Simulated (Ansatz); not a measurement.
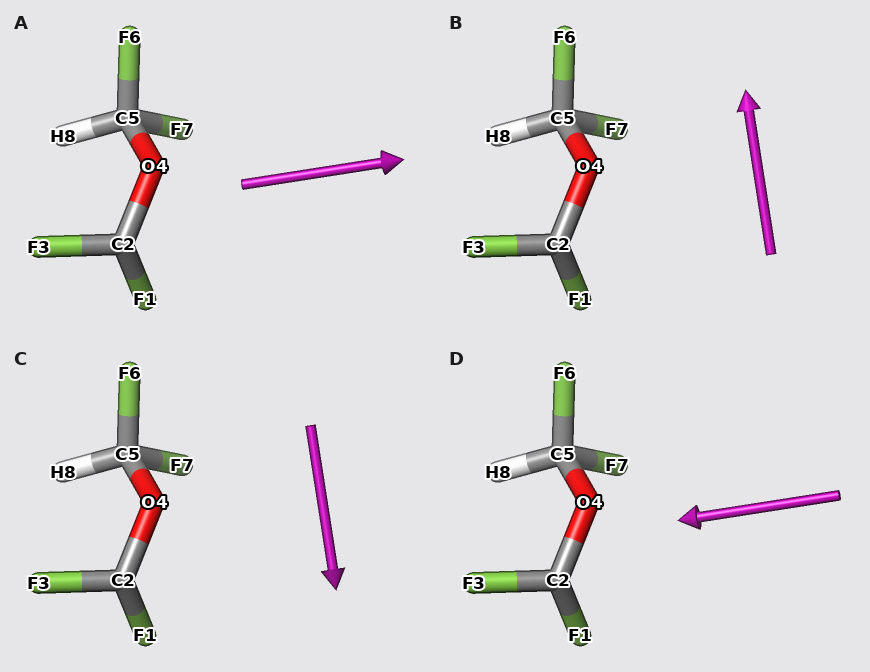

The same molecule four times, each with an arrow. State: neutral, doublet. The computed structure is the end point of a PBE0-D4/def2-TZVP optimisation. No frequency run is at hand to confirm it as a minimum. Properties computed with UKS B3LYP-D4/def2-TZVPP (Ansatz 0.2.0).

**Which arrow points along the dipole moment, from the negative to the positive end?**

D. The dipole moment is 1.18 D; it points from the side of O4, F7 to the side of F3 (the outermost atoms at the two ends).
